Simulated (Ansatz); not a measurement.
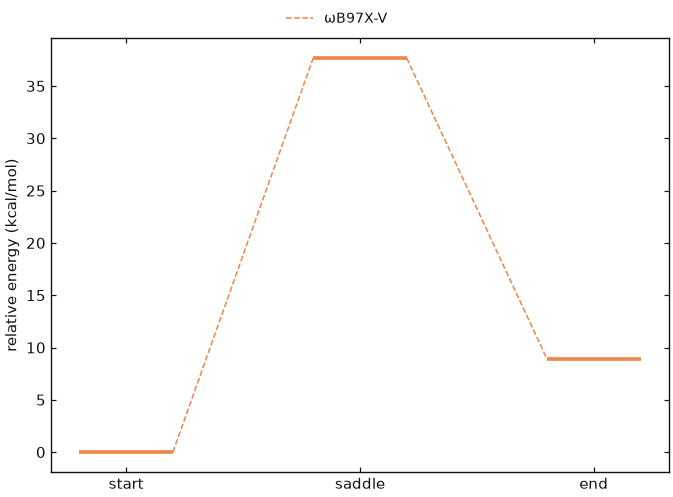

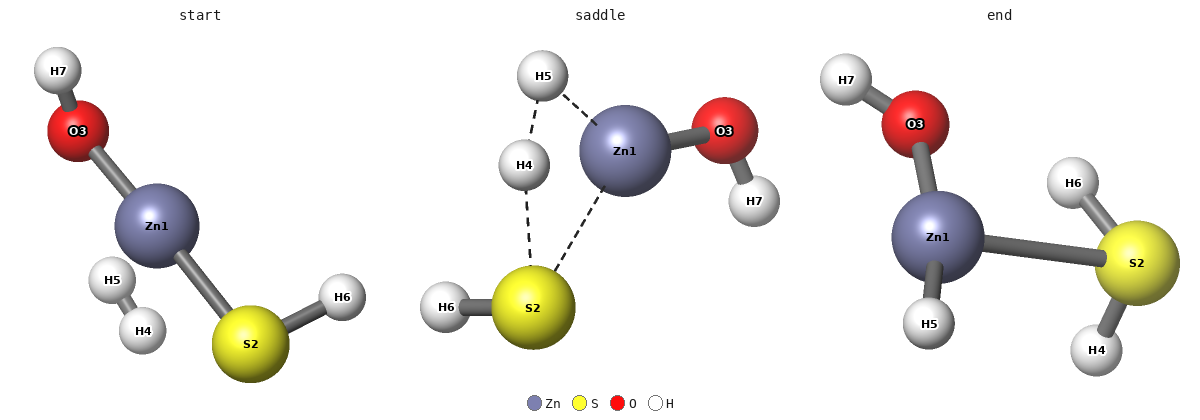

One elementary step of ZnH₄SO, singlet: start, first-order saddle point (changing pairs dashed) and end. Electronic energies at PBE0-D4/def2-TZVP geometries, energies in def2-TZVPP, the Ansatz code 0.2.0; cores frozen in correlated methods, no zero-point terms. Start and end are the structures at the ends of the path (complexes, where there are several molecules). Choice of cores on heavy atoms: 3s 3p of Cu and Zn frozen. Lines between the levels only guide the eye.

Which bonds change in the step?

Zn1–H5 (2.71 → 1.71 → 1.53 Å) and S2–H4 (3.74 → 1.67 → 1.34 Å) form; H4–H5 (0.75 → 1.10 → 3.90 Å) breaks; Zn1–S2 (2.15 → 2.45 → 2.74 Å) stretches to a weak contact (lengths at start, saddle and end; changes of bond order aren't listed). The imaginary mode at the saddle is 1153.1i cm⁻¹ (PBE0-D4).

Give the barriers and step energies (kcal/mol).

```tsv
level	barrier	reverse barrier	step energy
ωB97X-V	37.7	28.8	8.9
```
